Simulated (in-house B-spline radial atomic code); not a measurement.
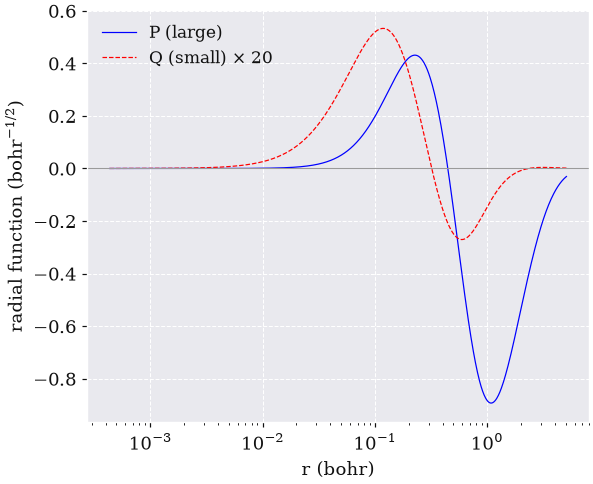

System: the palladium ion Pd⁺, configuration [Kr] 4d9 (open shells shared over both j by 2j + 1). Computed with an in-house B-spline radial code: Dirac-Hartree-Fock, average of configuration, Fermi nucleus, basis-set limit.

```
Z = 46
electrons = 45.0
configuration = [Kr] 4d9
hamiltonian = dirac
method = hf
spin_polarised = False
nucleus = fermi
rms_radius = 4.5318
mass_number = 106
atomic_mass = 105.903480287
speed_of_light = 137.035999084
```

The plot shows the large and small radial components of the 4d3/2 spinor.

### What does the plot show?

The spinor has κ = 2: the large component has l = 2 and 1 radial node (r = 0.446 bohr), the small one has l = 1. The small component carries 0.019 % of the norm; ⟨r⟩ = 1.43 bohr and the eigenvalue is −21.0 eV.
